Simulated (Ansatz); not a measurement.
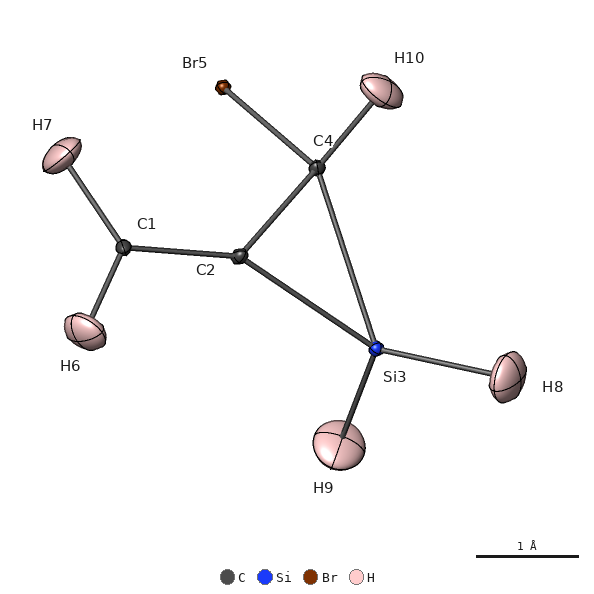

Displacement ellipsoids at the 50 % level, from the internal vibrations of the free molecule (harmonic, no overall translation or rotation; no half-axis is drawn under 0.075 Å). Vibrations computed with RKS PBE0-D4/def2-TZVP (Ansatz 0.2.0). Temperature: 0 K (zero-point motion alone).

Which atom has the largest mean-square displacement?

Answer. H9, with U_eq = 0.0265 Å².

Does H9 move more along its bond or across it?

Answer. Across it: the root-mean-square amplitude is 0.086 Å along the bond and up to 0.209 Å across, since bending and torsion are softer than stretching.

List U_eq and the three principal root-mean-square amplitudes for each kind of atom.

```tsv
atom	U_eq (Å²)	rms amplitudes (Å)
C1	0.0029	0.031, 0.041, 0.077
C2	0.0025	0.035, 0.048, 0.063
Si3	0.0011	0.015, 0.026, 0.048
C4	0.0026	0.039, 0.051, 0.060
Br5	0.00025	0.005, 0.016, 0.022
H6	0.0180	0.088, 0.141, 0.163
H7	0.0223	0.083, 0.148, 0.196
H8	0.0219	0.092, 0.160, 0.178
H9	0.0265	0.086, 0.168, 0.209
H10	0.0168	0.088, 0.124, 0.166
```
